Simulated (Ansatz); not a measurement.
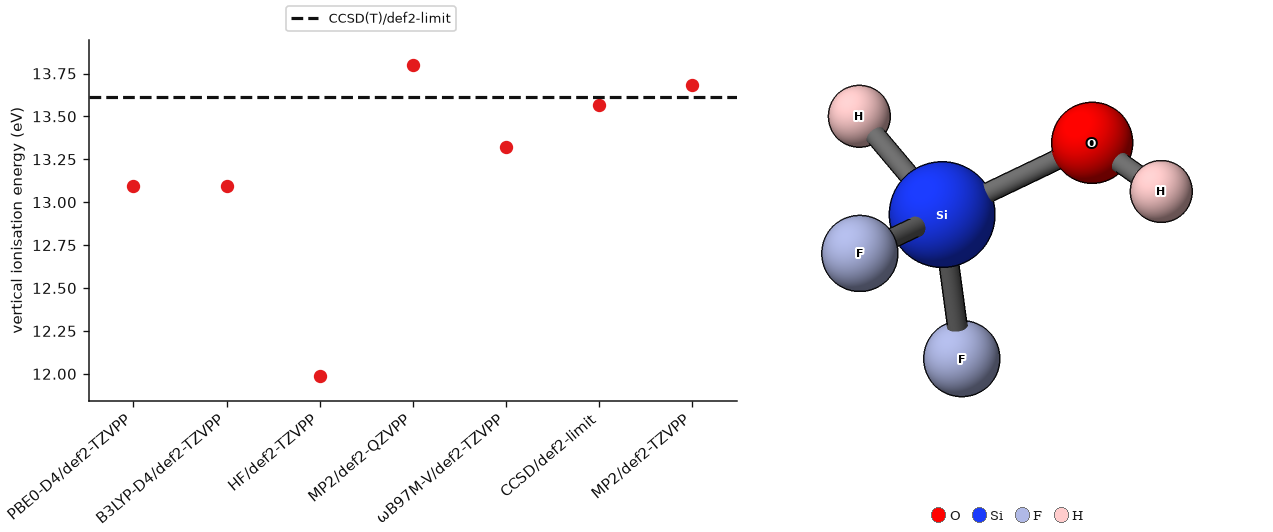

Vertical ionisation energy of SiH₂OF₂, SMILES O[SiH](F)F, taken as the energy of the cation less that of the neutral at fixed geometry (unrestricted doublet cation, cores frozen in correlated methods, no spin-orbit coupling), the Ansatz code 0.2.0, at a PBE0-D4/def2-TZVP geometry (a minimum by its frequencies). Limit means an estimate of the basis limit from triple and quadruple zeta; for coupled cluster it is either extrapolated directly or built as the MP2 limit plus the step from MP2 in triple zeta. The distance of MP2/def2-QZVPP and MP2/def2-TZVPP to the limit includes basis error.

Q: Which level comes closest to the line (CCSD(T)/def2-limit), and which misses most?

A: Closest CCSD/def2-limit (13.57 eV), against 13.61 eV; farthest HF/def2-TZVPP (11.99 eV).

Q: Give the values.

A:
```tsv
level	eV	less CCSD(T)/def2-limit
PBE0-D4/def2-TZVPP	13.09	−0.52
B3LYP-D4/def2-TZVPP	13.10	−0.52
HF/def2-TZVPP	11.99	−1.63
MP2/def2-QZVPP	13.80	0.19
ωB97M-V/def2-TZVPP	13.32	−0.29
CCSD/def2-limit	13.57	−0.05
MP2/def2-TZVPP	13.68	0.07
CCSD(T)/def2-limit	13.61	0.00
```
